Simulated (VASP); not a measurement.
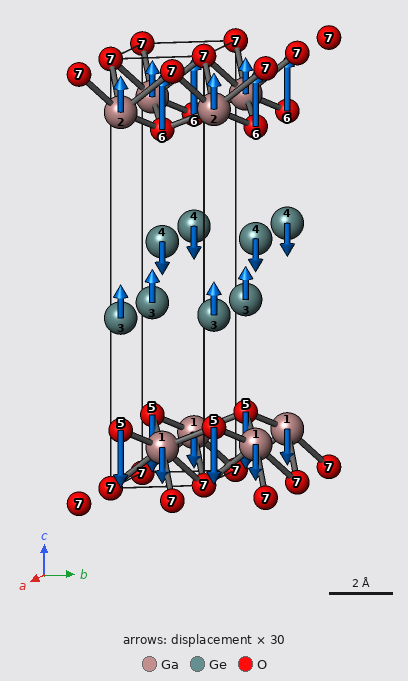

This is a relaxation of solid Ga$_{2}$Ge$_{2}$O$_{3}$ (a generated structure, set up in P-3m1). The starting structure is drawn; blue arrows show the displacements (the part carried along by the change of the cell is left out), magnified 30 times.

A ball-and-stick model of the cell of the calculation, repeated 2 × 2 × 1 with one cell outlined, seen slightly off an axis.

The run lets cell and atoms move.

These are results of VASP, Kohn-Sham DFT of a periodic cell, PBE, VASP PAW PBE potentials, recommended, not measurements.

Input
```
SYSTEM = Ga2Ge2O3
PREC     = Accurate       ! precision mode
ENCUT    = 520            ! plane-wave cutoff, eV
EDIFF    = 1E-7           ! SCF threshold, eV
ISMEAR   = 0              ! smearing method
SIGMA    = 0.1            ! smearing width, eV
LREAL    = .FALSE.        ! projectors in reciprocal space
LASPH    = .TRUE.         ! aspherical terms in the spheres
NELM     = 120            ! most SCF steps
ALGO     = Normal         ! electronic algorithm
ISIF     = 3              ! what is computed and relaxed
LWAVE    = .FALSE.        ! write WAVECAR
LCHARG   = .FALSE.        ! write CHGCAR
GGA      = PE             ! functional
IBRION   = 2              ! ionic algorithm
NSW      = 60             ! ionic steps
EDIFFG   = -0.005         ! ionic threshold
POTIM    = 0.3            ! step
KPAR     = 4
```

Command:
```bash
cat potpaw_PBE.64/Ga_d/POTCAR potpaw_PBE.64/Ge_d/POTCAR potpaw_PBE.64/O/POTCAR > POTCAR
mpirun -np 4 vasp_std > vasp.out
```

Atoms of which element are displaced furthest, and by how much?

Answer. Oxygen: up to 0.062 Å, against 0.040 Å for gallium.

Describe the change and its energy.

Answer. Over 21 geometry steps the energy falls by 0.6 meV per atom. The largest force component goes from 0.0075 to 0.0014 eV/Å. Pressure: 0.20 GPa at the start and 0.01 GPa at the end. The largest moves relative to the cell, 0.062 Å, are those of O5 and O6. O6 goes along +c. By element the largest moves are O 0.062 Å, Ga 0.040 Å, Ge 0.036 Å. The volume changes by +2.9 %, with a = b unchanged at 3.018 Å, c 13.862 → 14.272 Å (+3.0 %). The space group stays P-3m1 (No. 164).
